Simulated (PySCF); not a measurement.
SnO (charge +1, doublet)

```xyz
2

Sn    0.0000    0.0000   -0.2326
O     0.0000    0.0000    1.7434
```

Core potentials replace the inner electrons of Sn.

These are results of PySCF 2.14.0, PBE0/def2-TZVPPD, non-relativistic Hamiltonian with scalar-relativistic core potentials where named, at a bond length of 1.976 Å, not measurements.

Question: Predict the electron density, electron localisation function and spin density between the atoms.

Answer: Sn–O (1.98 Å): ρ is about 0.85 e/Å³ halfway; the ELF is about 0.20 at the midpoint.
The unpaired spin (1 electron) lies mostly on O2 (about 1.0), in electrons by Hirshfeld's partition.

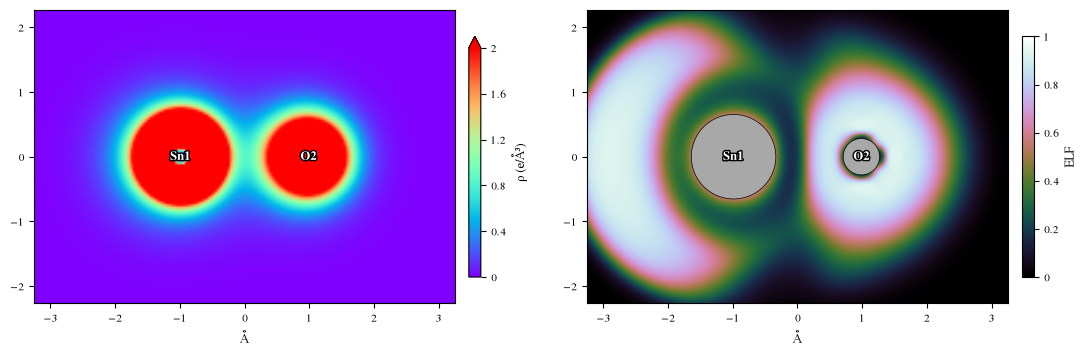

Computed electron density and electron localisation function on a plane that holds the molecular axis, in this order. Grey discs cover the atomic cores in the ELF map. 
